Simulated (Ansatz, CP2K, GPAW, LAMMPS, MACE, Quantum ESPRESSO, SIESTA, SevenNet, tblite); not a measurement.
# SIESTA runs on amorphous Ge (61 atoms)

How near does SIESTA come to plane waves for amorphous Ge (61 atoms)?

Calculated with SIESTA 5.4.2; the method is named at each step.

## (1) The starting structure

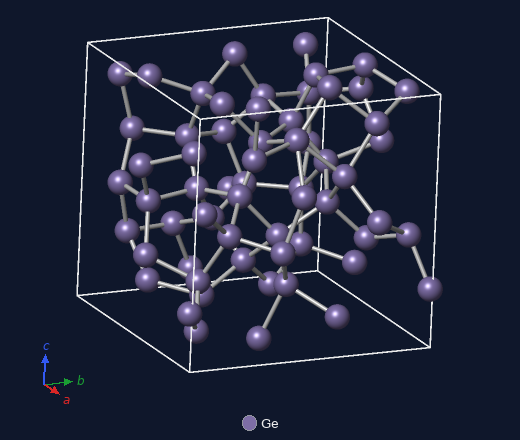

The cell as given, slightly off an axis (germanium purple). Some periodic images of atoms are drawn too.

The cell holds 61 atoms: 61 Ge. Its edges and angles: a = 11.099 Å, b = 11.099 Å, c = 11.099 Å, α = 90.0°, β = 90.0°, γ = 90.0°. 61 atoms (61 Ge) placed at random at 5.38 g/cm³, melted at 3500 K for 10 ps at fixed volume with the Tersoff potential (Tersoff, Phys. Rev. B 39, 5566 (1989)). Quenched from 3500 K to 100 K at 5 K/ps and fixed volume, held 5 ps, then minimised at fixed cell.

The yardstick, on the same geometry:

* method: Kohn-Sham DFT, PBE, SSSP efficiency 1.3.0 pseudopotentials, plane waves (Quantum ESPRESSO 7.5); sssp-pbe-1.3.0-efficiency, cutoffs 45/360 Ry, Γ point
* r.m.s. force component: 0.2246 eV/Å
* longest force: 0.8539 eV/Å
* pressure: 5.213 GPa
* time: 2.5 min on 4 MPI ranks of Arm Neoverse V2, shared host
* CPU time: 10 min

## (2) PBE, TZP, shift 0.01 Ry, mesh 300 Ry

Method: Kohn-Sham DFT, PBE, PseudoDojo 0.4.1 norm-conserving pseudopotentials (converted to PSML), numerical atomic orbitals (TZP), diagonalisation.

The .psml files are PseudoDojo norm-conserving potentials that we converted to this format, checked against plane waves on the same files for H, C, O, Si, Ge and Ca alone.

input.fdf reads:

```
SystemLabel cell
NumberOfAtoms 61
NumberOfSpecies 1
%block ChemicalSpeciesLabel
  1 32 Ge
%endblock ChemicalSpeciesLabel
LatticeConstant 1.0 Ang
%block LatticeVectors
  11.09880 0.00000 0.00000
  0.00000 11.09880 0.00000
  0.00000 0.00000 11.09880
%endblock LatticeVectors
PAO.BasisSize TZP
PAO.EnergyShift 0.01 Ry
XC.Functional GGA
XC.Authors PBE
MeshCutoff 300 Ry
%block kgrid_Monkhorst_Pack
  1 0 0 0.0
  0 1 0 0.0
  0 0 1 0.0
%endblock kgrid_Monkhorst_Pack
SolutionMethod diagon
OccupationFunction FD
ElectronicTemperature 580 K
SCF.Mixer.Method Pulay
SCF.Mixer.Weight 0.05
SCF.Mixer.History 8
SCF.Mix Hamiltonian
MaxSCFIterations 300
SCF.DM.Tolerance 1e-04
SCF.H.Tolerance 1.0e-3 eV
WriteForces T
Write.HirshfeldPop T
Write.VoronoiPop T
Write.DM F
Write.H F
XML.Write F
AtomicCoordinatesFormat Fractional
%block AtomicCoordinatesAndAtomicSpecies
  0.34460 0.32374 0.87106 1
  0.84723 0.10943 0.56535 1
  0.69746 0.86081 0.35585 1
  0.32014 0.76232 0.44658 1
  0.57138 0.29699 0.89960 1
  0.20730 0.83313 0.78402 1
  0.51294 0.99647 0.67083 1
  0.94202 0.47651 0.62482 1
  0.77167 0.64577 0.99196 1
  0.04339 0.88961 0.91670 1
  0.62110 0.52926 0.37451 1
  0.14597 0.12770 0.28819 1
  0.07710 0.82200 0.12929 1
  0.09982 0.33964 0.28244 1
  0.92313 0.40623 0.40586 1
  0.27038 0.13406 0.93636 1
  0.52859 0.90725 0.98215 1
  0.32180 0.13664 0.14591 1
  0.15681 0.50896 0.64617 1
  0.58932 0.37750 0.53348 1
  0.93568 0.27210 0.99378 1
  0.29047 0.78464 0.21568 1
  0.83212 0.69457 0.65462 1
  0.78765 0.50956 0.80181 1
  0.06165 0.11170 0.88405 1
  0.82896 0.10352 0.10120 1
  0.41902 0.07877 0.49378 1
  0.29519 0.40743 0.35749 1
  0.06502 0.43689 0.08586 1
  0.87939 0.29185 0.77311 1
  0.54912 0.01389 0.32533 1
  0.24468 0.31474 0.67414 1
  0.20675 0.57888 0.44884 1
  0.72786 0.99045 0.93065 1
  0.46743 0.63784 0.76993 1
  0.95287 0.63007 0.14313 1
  0.00615 0.61483 0.36454 1
  0.66236 0.70768 0.50134 1
  0.50698 0.27575 0.13019 1
  0.48854 0.77994 0.60149 1
  0.88158 0.94817 0.41419 1
  0.75474 0.26257 0.43597 1
  0.39106 0.29146 0.51358 1
  0.37489 0.96831 0.83866 1
  0.42315 0.94882 0.16631 1
  0.25291 0.49439 0.98293 1
  0.98174 0.99873 0.22579 1
  0.05895 0.17311 0.66188 1
  0.74926 0.40414 0.01878 1
  0.39017 0.61774 0.10443 1
  0.46154 0.46484 0.23470 1
  0.54805 0.69424 0.96946 1
  0.58693 0.45621 0.73743 1
  0.67280 0.17750 0.24354 1
  0.25070 0.62128 0.80360 1
  0.84557 0.81395 0.85627 1
[... 1 atom lines left out ...]
  0.79148 0.48838 0.23707 1
  0.19292 0.06704 0.49937 1
  0.16645 0.86111 0.56840 1
  0.97495 0.77935 0.50700 1
%endblock AtomicCoordinatesAndAtomicSpecies
```

Launch:

```
$ OMP_NUM_THREADS=1 mpirun -np 2 siesta < input.fdf > output.txt
```

The program printed:

```text
Version         : 5.4.2
reinit: System Name:
reinit: System Label: cell
initatom: Reading input for the pseudopotentials and atomic orbitals ----------
Species number:   1 Atomic number:   32 Label: Ge
Ground state valence configuration (from tables):   4s02  4p02  4d00  4f00
---- Processing specs for species: Ge
GGA--PBE XC_GGA_X_PBE--XC_GGA_C_PBE pb
Semicore shell(s) with 10 electrons included in the valence for Ge
Semicore shell(s): 3d
Fallback to non-perturbative polarization scheme for Ge
Please see the manual if this is not desired in principle
Ge pseudopotential only contains V_ls up to l=2 -- lmxkb reset.
Using PAO.SplitTailNorm
%block ChemicalSpeciesLabel
    1   32 Ge                      # Species index, atomic number, species label
%endblock ChemicalSpeciesLabel
%block PAO.Basis                 # Define Basis set
Ge                    4                    # Species label, number of l-shells
 n=4   0   3                         # n, l, Nzeta
   5.264      3.748      4.214
   1.000      1.000      1.000
 n=4   1   3                         # n, l, Nzeta
   6.996      5.083      5.681
   1.000      1.000      1.000
 n=3   2   1                         # n, l, Nzeta
   2.782
   1.000
 n=4   2   1                         # n, l, Nzeta
   6.996
   1.000
%endblock PAO.Basis
coor:   Atomic-coordinates input format  =     Fractional
siesta: System type = bulk
initatomlists: Number of atoms, orbitals, and projectors:     61  1342  1098
siesta: ******************** Simulation parameters ****************************
Total number of electrons:   854.000000
Total ionic charge:   854.000000
 Kpoints in:            1 . Kpoints trimmed:            1
siesta: k-grid: Number of k-points = 1
siesta: k-points from Monkhorst-Pack grid
siesta: k-cutoff (effective) =     5.549 Ang
siesta: k-point supercell and displacements
siesta: k-grid:     1     0     0      0.000
siesta: k-grid:     0     1     0      0.000
siesta: k-grid:     0     0     1      0.000
                     ====================================
                        Single-point calculation
                     ====================================
outcell: Unit cell vectors (Ang):
       11.098800    0.000000    0.000000
        0.000000   11.098800    0.000000
        0.000000    0.000000   11.098800
outcell: Cell vector modules (Ang)   :   11.098800   11.098800   11.098800
outcell: Cell angles (23,13,12) (deg):     90.0000     90.0000     90.0000
outcell: Cell volume (Ang**3)        :   1367.1875
Gamma-point calculation with multiply-connected orbital pairs
Gamma-point calculation with multiply-connected orbital pairs
Folding of H and S implicitly performed
Folding of H and S implicitly performed
new_DM -- step:     1
Initializing Density Matrix...
Attempting to read DM from file... Failed...
DM filled with atomic data:
InitMesh: MESH = 120 x 120 x 120 = 1728000
InitMesh: Mesh cutoff (required, used) =   300.000   323.082 Ry
stepf: Fermi-Dirac step function
        iscf     Eharris(eV)        E_KS(eV)     FreeEng(eV)     dDmax    Ef(eV) dHmax(eV)
   scf:    1  -148159.153528  -148177.672296  -148177.870618  1.160144 -3.804196  5.075157
   scf:    2  -148179.596728  -148178.763281  -148178.958110  0.018065 -3.825171  3.623419
   scf:    3  -148179.976840  -148179.511084  -148179.701011  0.025260 -3.853538  2.073603
   scf:    4  -148180.628065  -148180.125741  -148180.325568  0.043517 -3.896454  1.331663
   scf:    5  -148180.806062  -148180.498699  -148180.699797  0.049373 -3.954185  0.797864
   scf:    6  -148180.612694  -148180.559101  -148180.761812  0.016315 -3.970623  0.606263
   scf:    7  -148180.641005  -148180.609071  -148180.811357  0.018665 -3.986809  0.180713
   scf:    8  -148180.619464  -148180.615392  -148180.817069  0.004311 -3.984958  0.114209
   scf:    9  -148180.618029  -148180.617144  -148180.818207  0.001517 -3.984085  0.066944
   scf:   10  -148180.617765  -148180.617741  -148180.819108  0.001644 -3.981247  0.038123
   scf:   11  -148180.618830  -148180.618368  -148180.819620  0.001625 -3.977082  0.024796
   scf:   12  -148180.618527  -148180.618450  -148180.819695  0.000496 -3.976012  0.019026
   scf:   13  -148180.618658  -148180.618567  -148180.819793  0.000780 -3.973809  0.008391
   scf:   14  -148180.618552  -148180.618564  -148180.819823  0.000212 -3.972730  0.005803
   scf:   15  -148180.618561  -148180.618563  -148180.819829  0.000051 -3.972601  0.004793
   scf:   16  -148180.618547  -148180.618556  -148180.819838  0.000148 -3.972369  0.002273
   scf:   17  -148180.618537  -148180.618547  -148180.819841  0.000067 -3.972351  0.000814
SCF Convergence by DM+H criterion
max |DM_out - DM_in|         :     0.0000666791
max |H_out - H_in|      (eV) :     0.0008141138
SCF cycle converged after 17 iterations
Using DM_out to compute the final energy and forces
siesta: E_KS(eV) =          -148180.6185
siesta: E_KS - E_eggbox =   -148180.6185
siesta: Atomic forces (eV/Ang):
     1    0.291323    0.425567    0.088617
     2    0.135817   -0.501416    0.431424
     3   -0.300421   -0.250960   -0.736564
     4    0.518951    0.230599   -0.297593
     5    0.003928   -0.579288   -0.006672
     6    0.289203   -0.087280   -0.220235
     7    0.295834   -0.002689   -0.040001
     8   -0.245991   -0.021696   -0.437364
     9    0.138381    0.009110    0.159350
    10   -0.179398   -0.144899    0.189107
    11   -0.138864    0.598682    0.157804
    12    0.153669   -0.134222    0.039859
[...]
57   -0.286096   -0.024579   -0.006980
    58   -0.175297    0.044855   -0.136135
    59   -0.080528   -0.163494   -0.246023
    60   -0.247612    0.315437   -0.082963
    61    0.106566    0.075494    0.177908
----------------------------------------
   Tot    0.009422    0.001837    0.000552
----------------------------------------
   Max    0.851273
   Res    0.277227    sqrt( Sum f_i^2 / 3N )
----------------------------------------
   Max    0.851273    constrained
Stress tensor Voigt[x,y,z,yz,xz,xy] (kbar):      -67.02      -81.19      -62.66        9.99       -3.44        4.09
(Free)E + p*V (eV/cell)  -148120.8400
Target enthalpy (eV/cell)  -148180.8198
siesta: Program's energy decomposition (eV):
siesta: Ebs     =    -19550.719957
siesta: Eions   =    148294.852537
siesta: Ena     =      2875.489068
siesta: Ekin    =    111413.386062
siesta: Enl     =    -78200.965891
siesta: DEna    =       267.520027
siesta: DUscf   =         9.289208
siesta: Ex      =    -34338.220645
siesta: Ec      =     -1912.263839
siesta: Exc     =    -36250.484485
siesta: Eharris =   -148180.618537
siesta: Etot    =   -148180.618547
siesta: FreeEng =   -148180.819841
siesta: Final energy (eV):
siesta:  Band Struct. =  -19550.719957
siesta:       Kinetic =  111413.386062
siesta:       Hartree =   46745.202460
siesta:         Exch. =  -34338.220645
siesta:         Corr. =   -1912.263839
siesta:   Exch.-corr. =  -36250.484485
siesta:  Ion-electron = -200257.367673
siesta:       Ion-ion =  -69831.354912
siesta:         Total = -148180.618547
siesta:         Fermi =      -3.972351
siesta: Stress tensor (static) (eV/Ang**3):
siesta:    -0.041833    0.002552   -0.002144
siesta:     0.002552   -0.050672    0.006234
siesta:    -0.002144    0.006234   -0.039107
siesta: Cell volume =       1367.187492 Ang**3
siesta: Pressure (static):
siesta:                Solid            Molecule  Units
siesta:           0.00047782          0.00043184  Ry/Bohr**3
siesta:           0.04387096          0.03964942  eV/Ang**3
siesta:          70.28902128         63.52537437  kBar
    Orbital volume contribution        =          61.184097 eV
    (Free)E + p_basis*V_orbitals       =     -148119.635743 eV
    (Free)Eharris+ p_basis*V_orbitals  =     -148119.635733 eV
Hirshfeld Atomic Populations:
Atom #   charge [q] valence [e]  Species
     1    -0.009213   14.009213  Ge
     2     0.015666   13.984334  Ge
     3    -0.013725   14.013725  Ge
     4    -0.000960   14.000960  Ge
     5    -0.007639   14.007639  Ge
     6     0.004343   13.995657  Ge
     7     0.006565   13.993435  Ge
     8     0.019316   13.980684  Ge
     9     0.000107   13.999893  Ge
    10     0.003578   13.996422  Ge
    11    -0.003372   14.003372  Ge
    12     0.006430   13.993570  Ge
[...]
--------------------
 Total     0.000074
Voronoi Atomic Populations:
Atom #   charge [q] valence [e]  Species
[...]
57     0.013566   13.986434  Ge
    58     0.025967   13.974033  Ge
    59     0.038080   13.961920  Ge
    60     0.004662   13.995338  Ge
    61    -0.020421   14.020421  Ge
--------------------
 Total     0.000075
```

It took 3.3 min on 2 MPI ranks of Arm Neoverse V2, shared host; peak memory 1.8 GiB; 6.6 min of CPU time.

Banners, paths, timers and routine set-up lines are dropped from the logs unmarked, and long logs keep their key lines alone; longer cuts are marked.

Numbers from this run, and their distance from the reference:

```yaml
r_m_s_force_component: 0.2772 eV/Å
r_m_s_difference_of_force_components: 92 meV/Å
longest_difference_of_force_vectors: 387.7 meV/Å
force_difference_over_r_m_s_force: 40.97 %
slope_of_forces_against_the_reference_s: 1.178
correlation_of_force_components: 0.9543
pressure: 7.029 GPa
pressure_difference: 1.816 GPa
```

This run lies far from the reference in forces at the same functional.

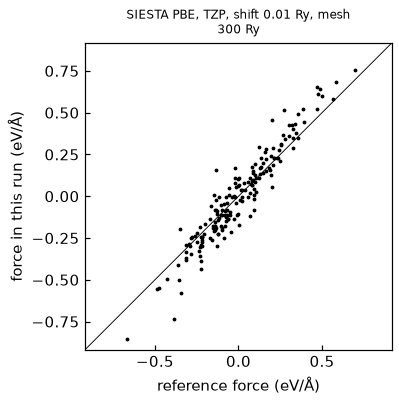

Force components against those of the reference; the line marks equality.

The surroundings of Ge49, which bears the longest force, nearest first, numbered as they follow in the input and with coordinates relative to it.

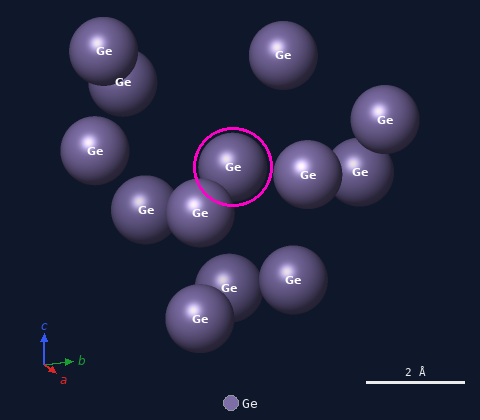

The atoms of the table, within 3.7 Å (arrows a, b, c point along x, y, z); some may hide others; the central atom is ringed.

```csv
atom,x,y,z,distance (Å),bonds,Hirshfeld charge (e),Fx,Fy,Fz (eV/Å)
Ge49,0.00,0.00,0.00,0.00,5,0.03,-0.85,-0.39,0.64
Ge21,2.07,-1.47,-0.28,2.55,5,0.00,0.45,-0.25,0.17
Ge58,0.47,0.93,2.42,2.64,4,0.02,-0.18,0.04,-0.14
Ge5,-1.97,-1.19,-1.32,2.66,5,-0.01,0.00,-0.58,-0.01
Ge9,0.25,2.68,-0.30,2.71,5,0.00,0.14,0.01,0.16
Ge24,0.43,1.17,-2.41,2.71,6,-0.02,0.28,0.68,0.10
Ge39,-2.69,-1.42,1.24,3.28,4,0.03,0.23,-0.10,-0.21
Ge30,1.44,-1.25,-2.73,3.33,5,0.04,-0.23,0.21,-0.41
Ge26,0.88,-3.34,0.91,3.57,4,0.02,0.02,-0.13,0.08
Ge29,3.50,0.36,0.74,3.60,4,0.02,-0.19,0.20,-0.02
Ge54,-0.85,-2.52,2.49,3.64,4,-0.01,-0.05,0.49,-0.20
Ge36,2.26,2.51,1.38,3.65,5,0.00,0.04,0.11,-0.17
Ge53,-1.80,0.58,-3.12,3.65,4,0.00,-0.12,0.10,-0.12
```

Forces lie 41 % from the reference's, at 0.66 times its CPU time (on 2 against 4 cores).

## (3) Outcome

- force difference from the reference: SIESTA PBE, TZP, shift 0.01 Ry, mesh 300 Ry, 41 %
- its CPU time: 6.6 min

**Reading.** The PBE run in local orbitals differs by 41 % (SIESTA PBE, TZP, shift 0.01 Ry, mesh 300 Ry); basis, grid and potentials can all enter, and differences of this size make the forces unusable. In pressure, SIESTA PBE, TZP, shift 0.01 Ry, mesh 300 Ry misses by +1.8 GPa, at the same functional. The reference's pressure holds the uncorrected Pulay stress of its 45 Ry basis, so small pressure differences, and their order, may be the reference's own error. The quench rate of 5 K/ps is many orders above laboratory rates, so the cell is likely richer in defects and strain than a real sample. The network of bonds at the start is that of the classical potential that made the cell, and needn't be the one that DFT or experiment would give. The reference's pressure of 5.2 GPa belongs to a cell and atoms that aren't relaxed at this level. The electronic-structure runs sample only Γ, in a cell whose shortest periodic width is 11 Å, which is coarse for a cell with partly filled levels.

[Also dropped from logs without a mark: logging warnings of Python, and SIESTA's first energy breakdown and zero terms.]

[Logs are printed without paths, hosts, clocks, repeated set-up lines and the standing remarks that a program may print on its own settings, such as how far it seeks lower states.]

[Hosts, paths, dates, database ids (printed as entryN), source tags and the programs' standing remarks are cut or masked in the printed files.]
